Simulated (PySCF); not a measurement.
# A workflow on BCl3 (SMILES ClB(Cl)Cl)

Aim: a geometry optimisation (HF/aug-cc-pVDZ), then the harmonic vibrations, then the energy (MP2/jun-cc-pV(D+d)Z), then the excited states (TD-BLYP/cc-pVTZ) of BCl3. 

The results are computed with PySCF 2.14.0.

## (1) Starting point

BCl3 has 4 atoms, charge 0, and is taken as a singlet. SMILES: `ClB(Cl)Cl`. All atoms were displaced at random from a relaxed shape. The run starts from this shape.

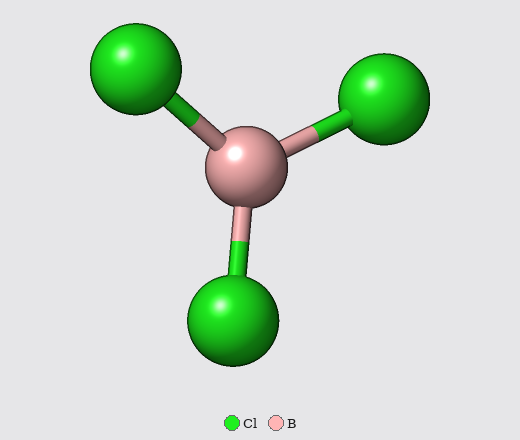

Viewed from a chosen angle; chlorine green, boron pink.

## (2) A structure relaxation at HF/aug-cc-pVDZ (sfX2C, density fitting with cc-pvqz-jkfit) (run 1)

The input, run.py:

```python
from pyscf import gto
from pyscf.geomopt.geometric_solver import kernel as optimise

molecule = gto.M(
    atom='''
Cl      -0.200450       0.558242       1.557826
B        0.005038       0.002845       0.043964
Cl       1.028723      -1.436110      -0.253962
Cl      -0.591421       0.956178      -1.309772
''',
    max_memory=1860,
    verbose=4,
    basis='aug-cc-pvdz',
    charge=0,
)

mf = molecule.RHF()
mf = mf.x2c()
mf = mf.density_fit(auxbasis='cc-pvqz-jkfit')
converged, mol_eq = optimise(mf, maxsteps=100, convergence_set='GAU_TIGHT')
print('converged:', converged)
print(mol_eq.tostring())

mf.reset(mol_eq)
molecule = mol_eq
mf.kernel()
etot = mf.e_tot
print('E(%s) = %.9f' % ('HF', etot))
```

Command:

```bash
$ OMP_NUM_THREADS=1 python run.py
```

What it wrote:

```text
PySCF version 2.14.0

[... 45 lines left out ...]
> Will converge when all 5 criteria are reached:
[... 77 lines left out ...]
Step    0 : Gradient = 5.809e-02/8.303e-02 (rms/max) Energy = -1407.0560237229
[... 192 lines left out ...]
converged SCF energy = -1407.06631189674
[... 190 lines left out ...]
converged SCF energy = -1407.066390264
[... 170 lines left out ...]
converged SCF energy = -1407.06639047426
[... 61 lines left out ...]
converged SCF energy = -1407.06639047424
E(HF) = -1407.066390474
```

It took 83 s on 1 thread of Intel Xeon at 2.50GHz (Skylake/Cascade Lake), shared host; peak memory 0.32 GiB.

The path in brief:

```
step  energy from the first frame kept (eV)  largest force (eV/Å)
   0                                 0.0000                4.2697
   1                                -0.1924                1.7299
   2                                -0.2098                1.0390
   3                                -0.2800                0.1935
   4                                -0.2805                0.1361
   5                                -0.2820                0.0388
   6                                -0.2821                0.0098
   7                                -0.2821                0.0027
   8                                -0.2821                0.0006
   9                                -0.2821                0.0001
```

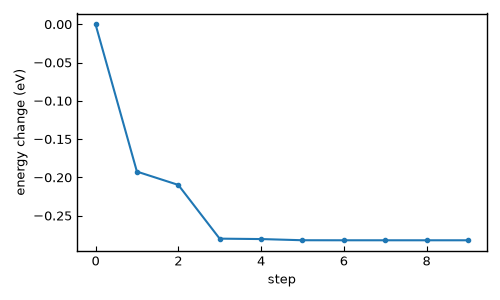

Energy along the run.

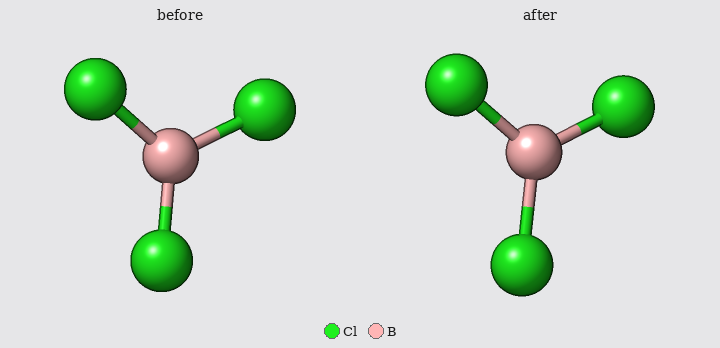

Before and after, at one scale.

After the run. Bond lengths: Cl1–B2 1.752 Å, B2–Cl3 1.752 Å, B2–Cl4 1.752 Å. Angles: Cl1–B2–Cl3 120.0°, Cl1–B2–Cl4 120.0°, Cl3–B2–Cl4 120.0°.

## (3) Vibrational wavenumbers at HF/aug-cc-pVDZ (sfX2C, density fitting with cc-pvqz-jkfit) (run 2)

The input, job.py:

```python
from pyscf import gto, symm
from pyscf.hessian import thermo

mol = gto.Mole()
mol.atom = 'Cl -0.285645 0.547158 1.640139; B -0.000000 -0.000000 0.000001; Cl 0.940322 -1.450356 -0.288599; Cl -0.654677 0.903198 -1.351540'
mol.max_memory = 1860
mol.basis = 'aug-cc-pvdz'
mol.spin = 0
mol.verbose = 4
mol.charge = 0
mol.build()

mf = mol.RHF()
mf = mf.x2c()
mf = mf.density_fit(auxbasis='cc-pvqz-jkfit')
mf.kernel()

e_final = mf.e_tot
print('E = %.10f Eh' % e_final)
hess = mf.Hessian().kernel()
modes = thermo.harmonic_analysis(mol, hess)
thermo.dump_normal_mode(mol, modes)
symm.geom.TOLERANCE = 1e-3  # for the symmetry number
th = thermo.thermo(mf, modes['freq_au'], 298.15, 101325)
thermo.dump_thermo(mol, th)
```

Command:

```bash
$ OMP_NUM_THREADS=1 python job.py
```

What it wrote:

```text
PySCF version 2.14.0

[... 59 lines left out ...]
converged SCF energy = -1407.06639047427
[... 37 lines left out ...]
Gibbs free energy [Eh] -1407.08594
```

Wall time 2 min (1 thread of Intel Xeon at 2.50GHz (Skylake/Cascade Lake), shared host); peak memory 1 GiB.

## (4) The energy at MP2/jun-cc-pV(D+d)Z (SMD water) (run 3)

The input, job.py:

```python
# ClB(Cl)Cl
from pyscf import gto, mp, solvent

mol = gto.M(
    atom=[
    ('Cl', (-0.225173, 0.567448, 1.649655)),
    ('B', (0.060467, 0.020288, 0.009514)),
    ('Cl', (1.000798, -1.430063, -0.279082)),
    ('Cl', (-0.594202, 0.923483, -1.342030)),
],
    basis='jun-cc-pv(d+d)z',
    max_memory=1860,
    verbose=3,
    charge=0,
)

hf = mol.RHF()
hf = hf.SMD()
hf.with_solvent.solvent = 'water'
hf.kernel()

pt = mp.MP2(hf, frozen=16).run()
e_final = pt.e_tot
print('E(%s) = %.9f' % ('MP2', e_final))
```

Command:

```bash
$ OMP_NUM_THREADS=1 python job.py
```

What it wrote:

```text
converged SCF energy = -1403.33389358674
E(RMP2) = -1403.83236623733  E_corr = -0.498472650588724
E(SCS-RMP2) = -1403.81188079709  E_corr = -0.477987210343295
E(MP2) = -1403.832366237
```

It took 68 s on 1 thread of Intel Xeon at 2.50GHz (Skylake/Cascade Lake), shared host; peak memory 0.41 GiB.

## (5) The vertical excitations at TD-BLYP/cc-pVTZ (sfX2C, density fitting with aug-cc-pvtz-jkfit, spin of roots singlet) (run 4)

The input, job.py:

```python
# ClB(Cl)Cl
from pyscf import gto, dft, tdscf

system = gto.Mole()
system.atom = [
    ('Cl', (-0.225173, 0.567448, 1.649655)),
    ('B', (0.060467, 0.020288, 0.009514)),
    ('Cl', (1.000798, -1.430063, -0.279082)),
    ('Cl', (-0.594202, 0.923483, -1.342030)),
]
system.basis = 'cc-pvtz'
system.charge = 0
system.verbose = 3
system.max_memory = 1860
system.build()

ks = dft.RKS(system, xc='blyp')
ks = ks.sfx2c1e()
ks = ks.density_fit(auxbasis='aug-cc-pvtz-jkfit')
ks.kernel()

e_final = ks.e_tot
print('E(%s) = %.9f' % ('BLYP', e_final))

td = ks.TDDFT()
td.nstates = 8
td.kernel()
td.analyze()
roots = td.e * 27.211386
osc = td.oscillator_strength()
print('state   eV      nm      f')
for i, (w, f) in enumerate(zip(roots, osc), 1):
    print('%3d %9.4f %8.1f %9.5f' % (i, w, 1239.842 / w, f))
```

Command:

```bash
$ OMP_NUM_THREADS=1 python job.py
```

What it wrote:

```text
converged SCF energy = -1409.34944942736
E(BLYP) = -1409.349449427
Excitation energies (eV)
[5.12175497 5.98126946 5.9813286  6.52450154 6.5245131  7.68580446
 8.12815331 8.39505159]

** Singlet excitation energies and oscillator strengths **
state   eV      nm      f
  1    5.1218    242.1   0.00000
  2    5.9813    207.3   0.00000
  3    5.9813    207.3   0.00000
  4    6.5245    190.0   0.11806
  5    6.5245    190.0   0.11806
  6    7.6858    161.3   0.00000
  7    8.1282    152.5   0.00000
  8    8.3951    147.7   0.00000
```

It took 2.9 min on 1 thread of Intel Xeon at 2.50GHz (Skylake/Cascade Lake), shared host; peak memory 0.6 GiB.

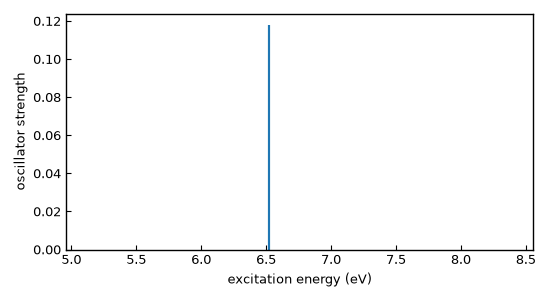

Vertical excitations as sticks.

The roots found:

```
excited state  energy (eV)  strength
            1        5.122    0.0000
            2        5.981    0.0000
            3        5.981    0.0000
            4        6.524    0.1181
            5        6.525    0.1181
            6        7.686    0.0000
            7        8.128    0.0000
            8        8.395    0.0000
```

## (6) Summary of results

```
                                                                        quantity             value
                                  run 1, HF/aug-cc-pVDZ: total energy at the end    -1407.06639 Eh
                                            run 1, HF/aug-cc-pVDZ: dipole moment            0.00 D
                                              run 1, HF/aug-cc-pVDZ: HOMO energy         -12.51 eV
                                              run 1, HF/aug-cc-pVDZ: LUMO energy           1.25 eV
                                            run 1, HF/aug-cc-pVDZ: HOMO–LUMO gap          13.76 eV
                               run 2, HF/aug-cc-pVDZ: lowest harmonic wavenumber          264 cm⁻¹
                              run 2, HF/aug-cc-pVDZ: highest harmonic wavenumber          999 cm⁻¹
                                        run 2, HF/aug-cc-pVDZ: zero-point energy       20.9 kJ/mol
run 2, HF/aug-cc-pVDZ: ideal-gas entropy at 298.15 K (symmetry number 6 as used)  69.0 cal/(mol K)
                                        run 3, MP2/jun-cc-pV(D+d)Z: total energy    -1403.83237 Eh
                run 3, MP2/jun-cc-pV(D+d)Z: dipole moment (Hartree–Fock density)            0.00 D
                 run 3, MP2/jun-cc-pV(D+d)Z: HOMO energy (Hartree–Fock orbitals)         -12.46 eV
                 run 3, MP2/jun-cc-pV(D+d)Z: LUMO energy (Hartree–Fock orbitals)           1.40 eV
               run 3, MP2/jun-cc-pV(D+d)Z: HOMO–LUMO gap (Hartree–Fock orbitals)          13.85 eV
        run 3, MP2/jun-cc-pV(D+d)Z: correlation energy (16 core orbitals frozen)        -498.5 mEh
                          run 3, MP2/jun-cc-pV(D+d)Z: solvent term in the energy       -6.1 kJ/mol
                       run 4, TD-BLYP/cc-pVTZ: ground-state or mean-field energy    -1409.34945 Eh
                  run 4, TD-BLYP/cc-pVTZ: dipole moment (BLYP Kohn–Sham density)            0.00 D
                   run 4, TD-BLYP/cc-pVTZ: HOMO energy (BLYP Kohn–Sham orbitals)          -7.49 eV
                   run 4, TD-BLYP/cc-pVTZ: LUMO energy (BLYP Kohn–Sham orbitals)          -2.44 eV
                 run 4, TD-BLYP/cc-pVTZ: HOMO–LUMO gap (BLYP Kohn–Sham orbitals)           5.05 eV
                        run 4, TD-BLYP/cc-pVTZ: lowest singlet excitation energy           5.12 eV
```

**Reading.** The optimisation (run 1, HF/aug-cc-pVDZ) took 9 steps and changed the energy by -0.282 eV. Mulliken charges (run 1, HF/aug-cc-pVDZ) run from -0.21 on Cl1 to +0.63 on B2; in a basis this large or diffuse they mean little. All 6 modes (run 2, HF/aug-cc-pVDZ) are real, so the shape is a minimum at this level. The brightest of the 8 transitions from the ground state lies at 6.52 eV (190 nm, f = 0.236, degenerate roots summed); the lowest, at 5.12 eV, has f = 0.000. Roots above 7.5 eV lie over the negative of the HOMO energy, where those of Rydberg kind are poorly described; valence roots are less touched.
